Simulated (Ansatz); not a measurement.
## Electronic structure of CH5NZn in real space

The calculation's input:

```
crystal:
  periodic: [false, false, false]
  atoms:
    - { symbol: "N", position_ang: [-0.2135, 0.435, -0.9719] }
    - { symbol: C, position_ang: [0.3431, 0.2219, 0.3118] }
    - { symbol: Zn, position_ang: [0.1226, -1.7328, 0.4028] }
    - { symbol: H, position_ang: [-1.1874, 0.1923, -0.924] }
    - { symbol: H, position_ang: [-0.2581, 1.5068, -1.1574] }
    - { symbol: H, position_ang: [-0.1469, 0.8495, 1.1001] }
    - { symbol: H, position_ang: [1.4563, 0.4696, 0.2783] }
    - { symbol: H, position_ang: [-0.0239, -1.9994, 0.9044] }
basis:
  gaussian: { orbitals: def2-SVP }
hamiltonian:
  xc: { name: BHLYP }
  dispersion: d4
relax:
  f_tol: 0.02
  max_steps: 50
output:
  orbitals: {}
```

Launched as:

```sh
ansatz run input.yaml --threads 2 --pin off --max-ram 3072MiB --backend cpu --events-out ev --progress --plain --runs-dir out
```

The fields are those of the run's last geometry, not of the input's.

These are results of RKS BHLYP-D4/def2-SVP (Ansatz 0.2.0), not measurements.

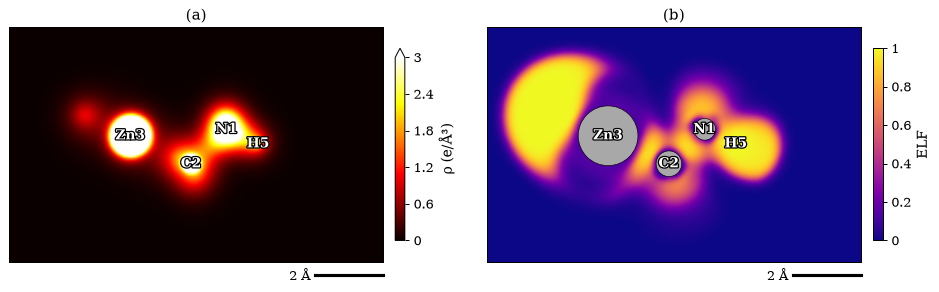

Figure 1. (a) total electron density; (b) electron localisation function on the plane of atoms C2, N1 and H5. Grey discs cover the atomic cores in the ELF map.

Q: What do the fields say about this system?

A:
- The plane passes through N, C, Zn and H nuclei.
- C–N (1.46 Å): the density is about 1.9 e/Å³ at the midpoint; the ELF peaks at about 0.95 between the atoms, as expected for a covalent bond.
- C–Zn (1.98 Å): the density is about 0.73 e/Å³ at the midpoint; the ELF peaks at about 0.95 in the valence shell of C, 0.6 Å from its nucleus, and is about 0.45 at the midpoint.
- N–H (1.01 Å): ρ is about 2.8 e/Å³ halfway; the ELF climbs to about 1 towards the hydrogen, as it does in any bond to H (a covalent bond by its length).

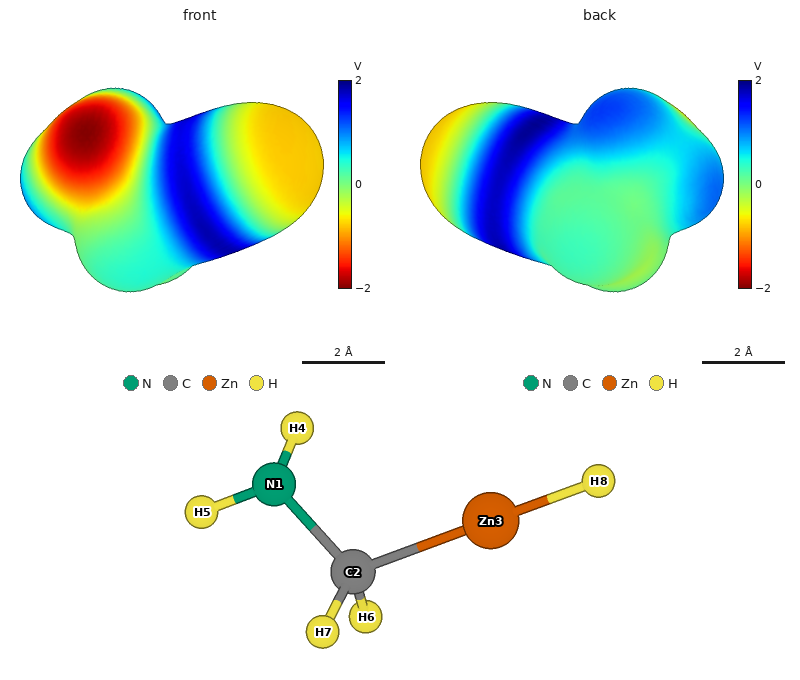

Figure 2. The electrostatic potential painted on the density surface at 0.002 e/bohr³, seen from the front and from behind; red is negative and blue positive. The bare structure is drawn below in the same view.

Q: Which sites attract a positive test charge, and which a negative one?

A: A positive charge is drawn to the negative regions and a negative charge to the positive ones. The most negative region (about −1.9 V) lies over N1, the most positive (about +1.9 V) over Zn3. N1 is the likeliest acceptor of a hydrogen bond.

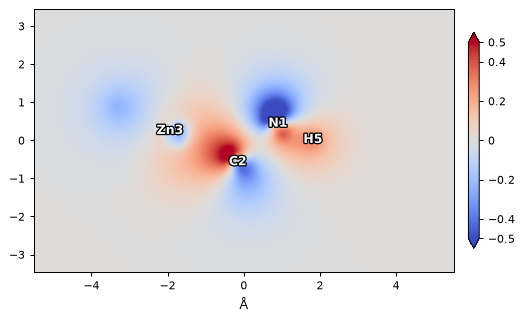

Figure 3. The HOMO on the plane of atoms C2, N1 and H5 (values in Å⁻³ᐟ²; the overall sign is arbitrary).

Q: Describe this orbital and give its energy.

A: Its weight (Hirshfeld) is mainly on N1 (about 45 %), C2 (about 25 %), Zn3 (about 10 %) and H6 (about 10 %). Its energy is −7.32 eV.
